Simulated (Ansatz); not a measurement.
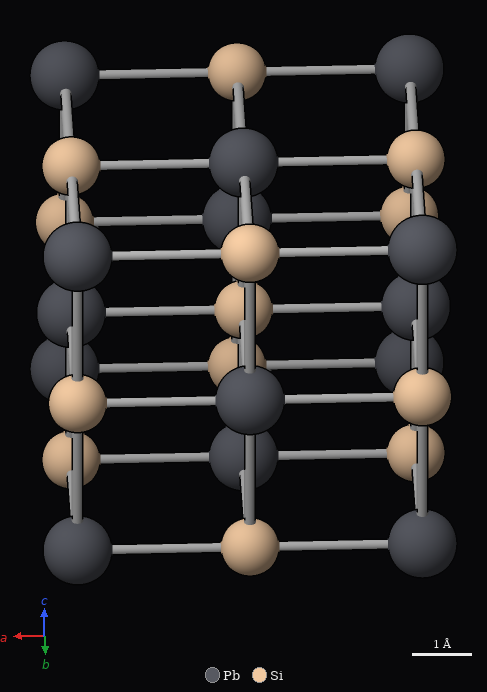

The starting point is crystalline SiPb (a generated structure, set up in Fm-3m). The picture is a ball-and-stick view of the conventional cell (4 times the calculation's cell), seen from a free direction. Lengths and directions refer to the drawn axes.

Computed with DFT, PBE, all-electron PAW with datasets made for the crystal, scalar-relativistic (Ansatz). Set-up: plane-wave cutoff 260 eV; k-point mesh 13 × 13 × 13; occupations fermi dirac; smearing width 0.05 eV; no spin polarisation.

Now this is done to it. All lengths are scaled by −1.4 % (volume −4.0 %), the atoms keeping their fractional coordinates. No relaxation follows.

Input
```yaml
crystal:
  lattice:
    - [0.0, 2.8911628641, 2.8911628641]
    - [2.8911628641, 0.0, 2.8911628641]
    - [2.8911628641, 2.8911628641, 0.0]
  atoms:
    - { symbol: Pb, position: [0.0, 0.0, 0.0] }
    - { symbol: Si, position: [0.5, 0.5, 0.5] }
kpoints:
  mp_grid: { grid: [13, 13, 13] }
scf:
  occupations: { method: fermi_dirac, width: 0.05 }
hamiltonian:
  xc: pbe
  pseudopotentials: { kind: all_electron, datasets: crystal }
output:
  forces: true
  stress: true
  eigenvalues: true
  efg: { contact_densities: true }
```

Run as
```bash
ansatz run input.yaml --threads 1 --pin off --max-ram 2048MiB --backend cpu --events-out ev --progress --plain --runs-dir out
```

Predict the response.

Answer. The energy rises by 6.7 meV per atom. The pressure goes from 0.0 to 2.3 GPa. All forces vanish by symmetry. Some distances before and after: Pb–Si 2.931 → 2.891 Å. The space group stays Fm-3m (No. 225).

Drawn alike, the variant:

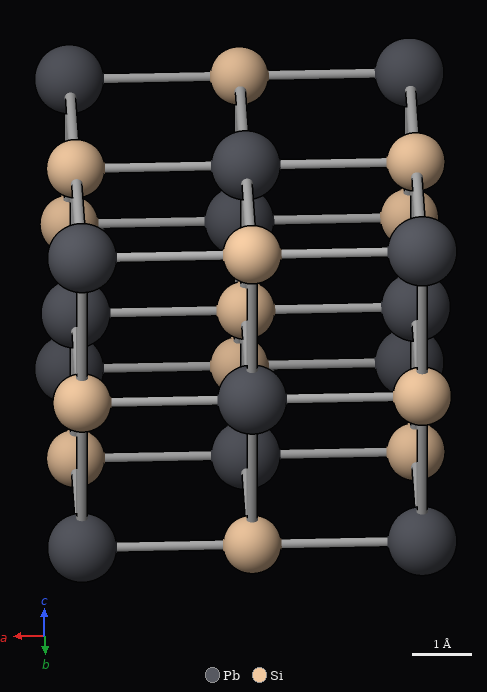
